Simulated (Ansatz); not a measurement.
## Nudged elastic band of CH4AlCl2F (part 2 of 2)

The same run, continued: CH4AlCl2F; RKS PBE-D4/def2-SVP (Ansatz 0.2.0). It belongs to a series of runs on one base structure; here: band between the two ends.

Geometry of the input (Å):
```
Al -0.0239  -0.1055  0.2536
C  0.0022  0.1768  2.1939
H  -0.9464  -0.0993  2.7032
H  0.8477  -0.3237  2.7142
H  0.1390  1.2633  2.3830
Cl 1.8049  -0.0349  -0.8246
Cl -1.7976  0.3278  -0.8317
F  -0.2307  -2.1592  0.5031
H  -0.2257  -2.2049  1.4505
```

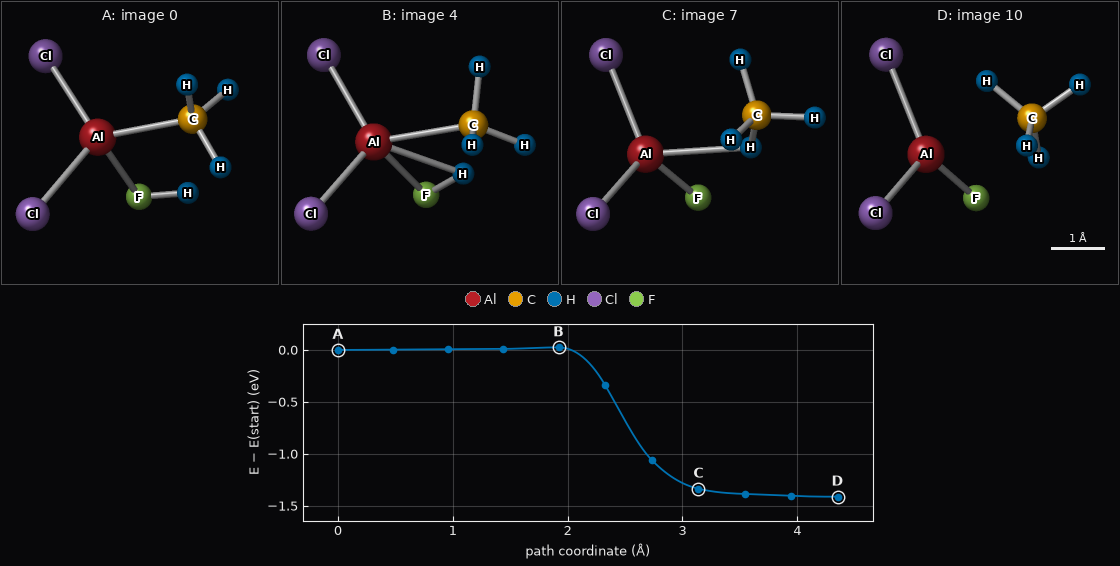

Images of the last band (counted from 0; ball-and-stick, seen at a tilt) above the energy along the path; the line is a cubic interpolation that uses the forces. The highest image is number 4, 0.025 eV above the start and 1.436 eV above the end (the climbing image); the end lies 1.412 eV below the start. The path is 4.35 Å long. The band converged in 24 iterations.

```
Total energy: -35434.91854281 eV, -1302.2092377980 hartree
Atom 0 at    -0.104788    -0.234149     0.147133 Å, force    -0.000356    -0.001546    -0.000412 eV/Å
Atom 1 at    -0.036030    -0.017554     2.168153 Å, force    -0.001799     0.000781     0.001891 eV/Å
Atom 2 at    -0.981211     0.503813     2.425722 Å, force    -0.000188    -0.001092    -0.000613 eV/Å
Atom 3 at     0.061670    -0.807527     2.954808 Å, force     0.001059     0.000165     0.000392 eV/Å
Atom 4 at     0.820098     0.662785     2.355866 Å, force     0.000877    -0.000596    -0.000604 eV/Å
Atom 5 at     1.612802     0.380656    -0.918308 Å, force     0.000533    -0.000169    -0.000096 eV/Å
Atom 6 at    -1.999080     0.009860    -0.756162 Å, force    -0.000004     0.000332     0.000002 eV/Å
Atom 7 at     0.107211    -2.108436     0.638041 Å, force     0.000388    -0.003109    -0.007079 eV/Å
Atom 8 at     0.088925    -1.549148     1.529948 Å, force    -0.000510     0.005235     0.006519 eV/Å
Dipole moment:     0.044312    -0.132196     0.701510 e Å
this run last wrote the band of iteration 24 to [file]; this run last wrote the band within `neb.f_tol` of iteration 18 to [file]
```

The last band as extended XYZ (Å, eV, eV/Å):
```
9
Properties=species:S:1:pos:R:3:forces:R:3 image=0 energy=-35434.94309
Al   -0.0239   -0.1055    0.2536   -0.0022   0.0047  -0.0167
C     0.0022    0.1768    2.1939   -0.0005  -0.0113   0.0225
H    -0.9464   -0.0993    2.7032    0.0058  -0.0001  -0.0044
H     0.8477   -0.3237    2.7142   -0.0047   0.0023  -0.0032
H     0.1390    1.2633    2.3830    0.0001   0.0065  -0.0001
Cl    1.8049   -0.0349   -0.8246   -0.0017  -0.0045   0.0001
Cl   -1.7976    0.3278   -0.8317    0.0027  -0.0044   0.0011
F    -0.2307   -2.1592    0.5031    0.0017   0.0097   0.0018
H    -0.2257   -2.2049    1.4505   -0.0012  -0.0030  -0.0011
9
Properties=species:S:1:pos:R:3:forces:R:3 image=1 energy=-35434.93947
Al   -0.0555   -0.1065    0.2393    0.0004   0.0005   0.0004
C    -0.0274    0.1610    2.1870    0.0004   0.0005   0.0006
H    -1.0348    0.1014    2.6491    0.0006  -0.0040   0.0014
H     0.6581   -0.5140    2.7494    0.0051   0.0041  -0.0008
H     0.3568    1.1830    2.3942   -0.0046   0.0038  -0.0001
Cl    1.7648    0.0460   -0.8434    0.0008  -0.0022   0.0009
Cl   -1.8510    0.2531   -0.8335    0.0014   0.0018   0.0001
F    -0.1605   -2.1571    0.5280   -0.0022  -0.0012  -0.0029
H    -0.0810   -2.1266    1.4751   -0.0020  -0.0034   0.0004
9
Properties=species:S:1:pos:R:3:forces:R:3 image=2 energy=-35434.93545
Al   -0.0781   -0.1271    0.2097    0.0000   0.0013  -0.0001
C    -0.0505    0.1159    2.1729   -0.0043  -0.0009   0.0001
H    -1.0673    0.2581    2.5928    0.0011  -0.0010  -0.0007
H     0.4552   -0.6695    2.7876    0.0063   0.0006   0.0005
H     0.5329    1.0348    2.3958   -0.0018   0.0027   0.0015
Cl    1.7267    0.1434   -0.8708    0.0004  -0.0022   0.0012
Cl   -1.8977    0.1729   -0.8344    0.0007   0.0002   0.0003
F    -0.0677   -2.1515    0.5791   -0.0023  -0.0053  -0.0133
H     0.0159   -1.9367    1.5125   -0.0001   0.0046   0.0105
9
Properties=species:S:1:pos:R:3:forces:R:3 image=3 energy=-35434.93305
Al   -0.0933   -0.1518    0.1907   -0.0020  -0.0059   0.0034
C    -0.0562    0.0813    2.1677    0.0030   0.0027  -0.0008
H    -1.0418    0.4409    2.5279   -0.0013  -0.0014   0.0027
H     0.2202   -0.7661    2.8466    0.0002   0.0007  -0.0016
H     0.7017    0.8587    2.4014   -0.0013   0.0026   0.0008
Cl    1.6735    0.2640   -0.9013    0.0022  -0.0012  -0.0013
Cl   -1.9464    0.0681   -0.8104    0.0007  -0.0003  -0.0009
F     0.0388   -2.1429    0.6027   -0.0012   0.0094  -0.0003
H     0.0731   -1.8118    1.5199   -0.0003  -0.0066  -0.0020
9
Properties=species:S:1:pos:R:3:forces:R:3 image=4 energy=-35434.91851
Al   -0.1048   -0.2341    0.1471   -0.0004  -0.0015  -0.0004
C    -0.0360   -0.0176    2.1682   -0.0018   0.0008   0.0019
H    -0.9812    0.5038    2.4257   -0.0002  -0.0011  -0.0006
H     0.0617   -0.8075    2.9548    0.0011   0.0002   0.0004
H     0.8201    0.6628    2.3559    0.0009  -0.0006  -0.0006
Cl    1.6128    0.3807   -0.9183    0.0005  -0.0002  -0.0001
Cl   -1.9991    0.0099   -0.7562    0.0000   0.0003   0.0000
F     0.1072   -2.1084    0.6380    0.0004  -0.0031  -0.0071
H     0.0889   -1.5491    1.5299   -0.0005   0.0052   0.0065
9
Properties=species:S:1:pos:R:3:forces:R:3 image=5 energy=-35435.28374
Al   -0.1022   -0.3687    0.0718    0.0558  -0.7000  -0.3771
C    -0.0189   -0.1078    2.2058    0.0505  -0.4459   0.1995
H    -0.9749    0.4344    2.3806    0.0021  -0.3174  -0.2684
H     0.0842   -0.7931    3.0694    0.0108   0.1160   0.5711
H     0.8293    0.6056    2.2992    0.0411  -0.3015  -0.2683
Cl    1.5924    0.4130   -0.9082   -0.0035   0.1044   0.1064
Cl   -2.0156    0.0256   -0.7198   -0.0104   0.1066   0.1036
F     0.1045   -2.0996    0.5196   -0.0350   0.0566  -0.5556
H     0.0709   -1.2691    1.6267   -0.1114   1.3812   0.4889
9
Properties=species:S:1:pos:R:3:forces:R:3 image=6 energy=-35436.00272
Al   -0.1111   -0.5031   -0.0529    0.0229  -0.4373  -0.3601
C     0.0045   -0.1396    2.3024    0.0136  -0.0638   0.3053
H    -0.9638    0.3933    2.3341   -0.0221  -0.1367  -0.1652
H     0.1102   -0.7140    3.2385    0.0027   0.2387   0.5048
H     0.8599    0.5565    2.2289    0.0346  -0.1242  -0.1747
Cl    1.5753    0.4313   -0.8908    0.0015   0.1033   0.1155
Cl   -2.0387    0.0755   -0.6593   -0.0101   0.1040   0.1138
F     0.0766   -2.1582    0.3429   -0.0214  -0.1488  -0.5528
H     0.0568   -1.1014    1.7015   -0.0218   0.4649   0.2134
9
Properties=species:S:1:pos:R:3:forces:R:3 image=7 energy=-35436.27827
Al   -0.1339   -0.5961   -0.1723   -0.0033  -0.0910  -0.0773
C     0.0325   -0.1512    2.3717   -0.0390   0.0200   0.0767
H    -0.9337    0.3765    2.2668    0.0160  -0.0352  -0.0391
H     0.1109   -0.5590    3.3964   -0.0067   0.1241   0.1339
H     0.8875    0.5199    2.1775    0.0204  -0.0198  -0.0435
Cl    1.5573    0.4547   -0.8392   -0.0050   0.0245   0.0457
Cl   -2.0601    0.1421   -0.5658    0.0054   0.0273   0.0453
F     0.0291   -2.2475    0.1259   -0.0077  -0.0502  -0.1869
H     0.0800   -1.0990    1.7841    0.0199   0.0002   0.0452
9
Properties=species:S:1:pos:R:3:forces:R:3 image=8 energy=-35436.32847
Al   -0.1186   -0.6066   -0.1925    0.0039  -0.0121  -0.0005
C     0.0172   -0.1761    2.3821   -0.0086  -0.0282   0.0211
H    -0.9550    0.3396    2.2894   -0.0084   0.0019   0.0077
H     0.2254   -0.3832    3.4496    0.0017   0.0223   0.0016
H     0.8429    0.4479    1.9899   -0.0032   0.0016  -0.0348
Cl    1.5952    0.4557   -0.7833    0.0110   0.0028   0.0039
Cl   -2.0249    0.2256   -0.4832   -0.0012   0.0090   0.0063
F    -0.0007   -2.2730   -0.0226    0.0014   0.0029  -0.0187
H    -0.0119   -1.1896    1.9157    0.0034  -0.0002   0.0134
9
Properties=species:S:1:pos:R:3:forces:R:3 image=9 energy=-35436.34697
Al   -0.0743   -0.5890   -0.1765    0.0098  -0.0019   0.0152
C    -0.0284   -0.1986    2.3770   -0.0176  -0.0229  -0.0001
H    -1.0010    0.3171    2.4454   -0.0103  -0.0006   0.0235
H     0.4107   -0.3428    3.3827    0.0181   0.0114  -0.0072
H     0.7027    0.4176    1.8093   -0.0092   0.0011  -0.0251
Cl    1.6714    0.4259   -0.7679    0.0109  -0.0001  -0.0039
Cl   -1.9567    0.2964   -0.4673    0.0043   0.0051  -0.0014
F    -0.0002   -2.2592   -0.0250    0.0020  -0.0008  -0.0099
H    -0.1546   -1.2269    1.9674   -0.0079   0.0087   0.0090
9
Properties=species:S:1:pos:R:3:forces:R:3 image=10 energy=-35436.35465
Al   -0.0476   -0.5916   -0.1656   -0.0057  -0.0200  -0.0142
C    -0.0578   -0.2010    2.3752   -0.0046   0.0060   0.0080
H    -1.0282    0.2525    2.6390    0.0024   0.0015  -0.0102
H     0.5839   -0.3327    3.2669    0.0026  -0.0063  -0.0050
H     0.5098    0.4871    1.7073    0.0056   0.0121   0.0148
Cl    1.7443    0.3662   -0.7164    0.0051   0.0035  -0.0045
Cl   -1.8953    0.3467   -0.5051   -0.0030   0.0003   0.0004
F    -0.0243   -2.2646   -0.0186    0.0014   0.0145   0.0027
H    -0.2150   -1.2225    1.9625   -0.0039  -0.0117   0.0078
```
